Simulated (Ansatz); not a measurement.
# One shape, several levels: SiNH4SF (SMILES N[SiH](F)S)

Aim: a comparison of 6 runs (HF/STO-3G, HF/3-21G, B3LYP/6-31G*, B3LYP/6-31+G*, MP2/cc-pVDZ, CCSDTQ/STO-3G) of SiNH4SF. 

Program for the calculation: Ansatz 0.2.0.

**1. The system as given**

SiNH4SF: 8 atoms, total charge 0, spin state singlet. SMILES: `N[SiH](F)S`. The shape is that of a PBE0-D4/def2-TZVP optimisation. This is one conformer, not always the lowest.

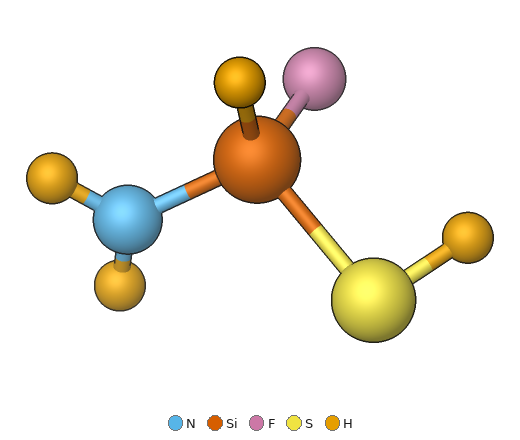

Viewed from a chosen angle; nitrogen blue, silicon orange, fluorine pink, sulfur yellow, hydrogen amber.

**2. Energy and gradient at HF/STO-3G (run 1)**

job.yaml

```yaml
crystal:
  periodic: [false, false, false]
  atoms:
    - {symbol: N, position_ang: [-0.902100, 0.955900, 0.412200]}
    - {symbol: Si, position_ang: [0.375500, -0.130000, 0.216300]}
    - {symbol: F, position_ang: [1.704300, 0.467300, -0.449000]}
    - {symbol: S, position_ang: [-0.326800, -1.638000, -1.101100]}
    - {symbol: H, position_ang: [-0.992800, 1.530800, 1.232700]}
    - {symbol: H, position_ang: [-1.456600, 1.286800, -0.359400]}
    - {symbol: H, position_ang: [0.790500, -0.596200, 1.554500]}
    - {symbol: H, position_ang: [0.900300, -1.933500, -1.562000]}
basis:
  gaussian:
    orbitals: STO-3G
hamiltonian:
  xc: hf
accuracy: high
output: {forces: true, orbitals: {seedname: orbitals}}
```

The run is started by

```
$ ansatz run job.yaml --threads 1 --pin off --max-ram 2610MiB --events-out events.jsonl --progress --plain --runs-dir runs
```

Output:

```text
Warning: RAYON_NUM_THREADS=1 ignored (pool sized by the plan → 1); use --threads N
Functional definition: HF
  name "HF"
  exchange = exact_x
  correlation = 0
647 factors; integrals over basis functions are off by at most 3.4e-8 eV
mean field evaluation 1: about -22662.9086 eV, gradient 2.3e1 eV
mean field evaluation 2: about -22662.9865 eV, gradient 2.4e1 eV
mean field evaluation 4: about -22665.3153 eV, gradient 1.1e0 eV
mean field evaluation 8: about -22665.3223 eV, gradient 2.4e-2 eV
mean field -22665.32229147 eV, -832.9352311041 hartree, gradient 1.1e-8 eV, S^2 0.000000; 0 other end points of the search recorded, 0 dependent functions left out
the calculation of the forces begins
reference -22665.32229147 eV, -832.9352311041 hartree; 25, 25 occupied and 7, 7 virtual orbitals, 647 factors
Total energy: -22665.32229147 eV, -832.9352311041 hartree
Atom 0 at    -0.902100     0.955900     0.412200 Å, force     0.245101    -0.104939     0.116897 eV/Å
Atom 1 at     0.375500    -0.130000     0.216300 Å, force     0.064100    -1.357202     1.171170 eV/Å
Atom 2 at     1.704300     0.467300    -0.449000 Å, force     0.287355     0.464755    -0.255135 eV/Å
Atom 3 at    -0.326800    -1.638000    -1.101100 Å, force     0.764247     0.035594     0.044342 eV/Å
Atom 4 at    -0.992800     1.530800     1.232700 Å, force    -0.105983     0.323675     0.182314 eV/Å
Atom 5 at    -1.456600     1.286800    -0.359400 Å, force    -0.191555     0.215620    -0.186639 eV/Å
Atom 6 at     0.790500    -0.596200     1.554500 Å, force    -0.513203     0.375745    -1.221279 eV/Å
Atom 7 at     0.900300    -1.933500    -1.562000 Å, force    -0.550061     0.046753     0.148330 eV/Å
Dipole moment:     0.014197     0.178060     0.147183 e Å
```

Run time: 1.3 s. Hardware: 1 thread of Intel Xeon Platinum 8259CL at 2.50GHz (Skylake/Cascade Lake), shared host.

**3. Energy and gradient at HF/3-21G (run 2)**

Edit job.yaml of step 2 so:

```diff
@@ -13,3 +13,3 @@
   gaussian:
-    orbitals: STO-3G
+    orbitals: 3-21G.json
 hamiltonian:
```

The basis set 3-21G is read from a file made from the Basis Set Exchange's data (not shown).

The run is started by

```
$ ansatz run job.yaml --threads 1 --pin off --max-ram 2610MiB --events-out events.jsonl --progress --plain --runs-dir runs
```

Output, cut to the lines that bear on the results:

```text
Warning: RAYON_NUM_THREADS=1 ignored (pool sized by the plan → 1); use --threads N
[... 2 set-up lines as earlier in the session ...]
[...]
1190 factors; integrals over basis functions are off by at most 3.8e-9 eV
[...]
mean field -22815.24217895 eV, -838.4446853498 hartree, gradient 2.9e-8 eV, S^2 0.000000; 0 other end points of the search recorded, 0 dependent functions left out
[...]
reference -22815.24217895 eV, -838.4446853498 hartree; 25, 25 occupied and 27, 27 virtual orbitals, 1190 factors
Total energy: -22815.24217895 eV, -838.4446853498 hartree
Atom 0 at    -0.902100     0.955900     0.412200 Å, force    -0.431340     1.096958    -0.049998 eV/Å
Atom 1 at     0.375500    -0.130000     0.216300 Å, force    -0.181846     0.116183     1.906110 eV/Å
Atom 2 at     1.704300     0.467300    -0.449000 Å, force     0.970555     0.517686    -0.598033 eV/Å
Atom 3 at    -0.326800    -1.638000    -1.101100 Å, force    -0.207318    -0.904979    -0.774792 eV/Å
Atom 4 at    -0.992800     1.530800     1.232700 Å, force    -0.092139    -0.208723    -0.143330 eV/Å
Atom 5 at    -1.456600     1.286800    -0.359400 Å, force    -0.001555    -0.162816     0.224408 eV/Å
Atom 6 at     0.790500    -0.596200     1.554500 Å, force    -0.073338    -0.043995    -0.179127 eV/Å
Atom 7 at     0.900300    -1.933500    -1.562000 Å, force     0.016981    -0.410313    -0.385237 eV/Å
Dipole moment:    -0.056875     0.360844     0.293441 e Å
```

Run time: 1.9 s. Hardware: 1 thread of Intel Xeon Platinum 8259CL at 2.50GHz (Skylake/Cascade Lake), shared host.

Runs 3 to 5 aren't shown in full; the table further down has their settings and results.

**4. Energy and gradient at CCSDTQ/STO-3G (density fitting with cc-pVTZ-jkfit, aug-cc-pVTZ-rifit for correlation) (run 6)**

run.yaml

```yaml
basis:
  gaussian:
    orbitals: STO-3G
    fitting: {mean_field: cc-pVTZ-jkfit, correlation: aug-cc-pVTZ-rifit.json}
crystal:
  periodic: [false, false, false]
  atoms:
    - symbol: "N"
      position_ang: [-0.902100, 0.955900, 0.412200]
    - symbol: Si
      position_ang: [0.375500, -0.130000, 0.216300]
    - symbol: F
      position_ang: [1.704300, 0.467300, -0.449000]
    - symbol: S
      position_ang: [-0.326800, -1.638000, -1.101100]
    - symbol: H
      position_ang: [-0.992800, 1.530800, 1.232700]
    - symbol: H
      position_ang: [-1.456600, 1.286800, -0.359400]
    - symbol: H
      position_ang: [0.790500, -0.596200, 1.554500]
    - symbol: H
      position_ang: [0.900300, -1.933500, -1.562000]
hamiltonian: {pseudopotentials: {relativity: none}}
correlation: {method: ccsdtq, frozen_orbitals: {F: 1, H: 0, "N": 1, S: 5, Si: 5}, diis_vectors: 5}
output: {forces: true, orbitals: {seedname: orbitals}}
```

The run is started by

```
$ ansatz run run.yaml --threads 1 --pin off --max-ram 2610MiB --events-out events.jsonl --progress --plain --runs-dir runs
```

Output, cut to the lines that bear on the results:

```text
Warning: RAYON_NUM_THREADS=1 ignored (pool sized by the plan → 1); use --threads N
[... 2 set-up lines as earlier in the session ...]
[...]
520 factors; integrals over basis functions are off by at most 8.5e-4 eV
690 factors; integrals over basis functions are off by at most 1.2e-1 eV
[...]
mean field -22665.32419291 eV, -832.9353009809 hartree, gradient 2.5e-6 eV, S^2 0.000000; 0 other end points of the search recorded, 0 dependent functions left out
12 core orbitals not correlated: weight in the atoms' cores, before any rotation towards them, 1.000 or more for the frozen orbitals, at most 0.000 for the correlated occupied ones
reference -22665.32419291 eV, -832.9353009809 hartree; 13, 13 occupied and 7, 7 virtual orbitals, 690 factors
second order -3.08187037 eV of doubles, -0.00000000 eV of singles
cycle   1  -3.67479846 eV  change   -5.9e-1 eV  update   7.9e-2
[...]
cycle  15  -4.11706308 eV  change   -6.3e-7 eV  update   1.3e-6
[...]
Total energy: -22669.44125599 eV, -833.0866002585 hartree
Atom 0 at    -0.902100     0.955900     0.412200 Å, force     0.519900    -1.091578     0.199374 eV/Å
Atom 1 at     0.375500    -0.130000     0.216300 Å, force    -0.185158    -1.226216     1.040571 eV/Å
Atom 2 at     1.704300     0.467300    -0.449000 Å, force     1.206537     0.801073    -0.658005 eV/Å
Atom 3 at    -0.326800    -1.638000    -1.101100 Å, force    -0.716360    -0.257923    -0.033416 eV/Å
Atom 4 at    -0.992800     1.530800     1.232700 Å, force    -0.203389     1.069653     1.187286 eV/Å
Atom 5 at    -1.456600     1.286800    -0.359400 Å, force    -0.858632     0.665947    -1.152948 eV/Å
Atom 6 at     0.790500    -0.596200     1.554500 Å, force    -0.316852     0.156197    -0.410711 eV/Å
Atom 7 at     0.900300    -1.933500    -1.562000 Å, force     0.553953    -0.117153    -0.172150 eV/Å
Dipole moment:     0.028982     0.199230     0.115789 e Å
```

Wall time 3.7 min (1 thread of Intel Xeon Platinum 8259CL at 2.50GHz (Skylake/Cascade Lake), shared host); peak memory 1.3 GiB.

**5. All runs side by side**

```csv
run,level,frozen core orbitals,accuracy,energy (Eh),dipole moment (D),HOMO energy (eV),LUMO energy (eV),wall time
1,HF/STO-3G,–,high,-832.935231,1.11,-7.29,11.05,1.3 s
2,HF/3-21G,–,high,-838.444685,2.25,-10.73,4.88,1.9 s
3,B3LYP/6-31G* (spherical functions),–,high,-844.792728,1.77,-7.22,0.70,11 s
4,B3LYP/6-31+G* (spherical functions),–,high,-844.809028,1.57,-7.43,-0.36,15 s
5,MP2/cc-pVDZ,12,high,-843.395387,1.63,-10.46,4.27,12 s
6,"CCSDTQ/STO-3G (density fitting with cc-pVTZ-jkfit, aug-cc-pVTZ-rifit for correlation)",12,medium,-833.086600,1.12,-7.29,11.06,3.7 min
```

**6. Outcome**

| quantity | value |
| --- | --- |
| run 6: total energy | -833.08660 Eh |
| run 6: dipole moment (correlated density) | 1.12 D |
| run 6: HOMO energy (Hartree–Fock orbitals) | -7.29 eV |
| run 6: LUMO energy (Hartree–Fock orbitals) | 11.06 eV |
| run 6: HOMO–LUMO gap (Hartree–Fock orbitals) | 18.34 eV |
| run 6: correlation energy (12 core orbitals frozen) | -151.3 mEh |
| run 6: T1 diagnostic | 0.008 |
| run 6: largest force on an atom | 1.619 eV/Å |

In words: The dipole moment (its size) runs from 1.11 D (HF/STO-3G) to 2.25 D (HF/3-21G). Over runs 1, 2, 3, 4 the HOMO–LUMO gap runs from 7.07 eV (B3LYP/6-31+G*) to 18.34 eV (HF/STO-3G). The two ends differ in method and basis. In runs 1, 6 the basis is minimal, so the values are rough. All runs together took 4.4 min, the longest 3.7 min.
